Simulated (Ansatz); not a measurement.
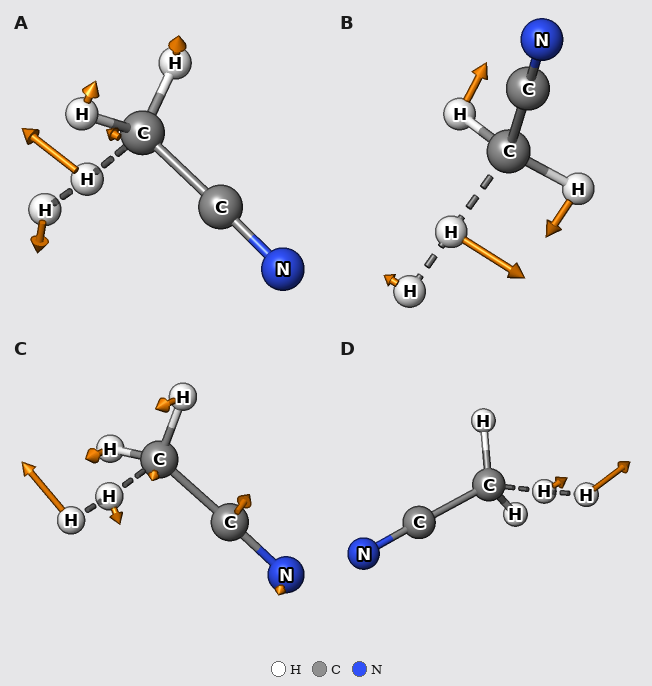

4 normal modes of one molecule or complex, as arrows. Broken sticks mark bonds that form or break. The species is neutral and a spin doublet. Harmonic vibrations computed with UKS PBE0-D4/def2-TZVP (Ansatz 0.2.0) at a stationary point of the same level. It is a saddle point of order 1.

Match the panels to the wavenumbers 270 cm⁻¹, 492 cm⁻¹, 973 cm⁻¹, 1217 cm⁻¹.

A: 973 cm⁻¹
B: 1217 cm⁻¹
C: 492 cm⁻¹
D: 270 cm⁻¹
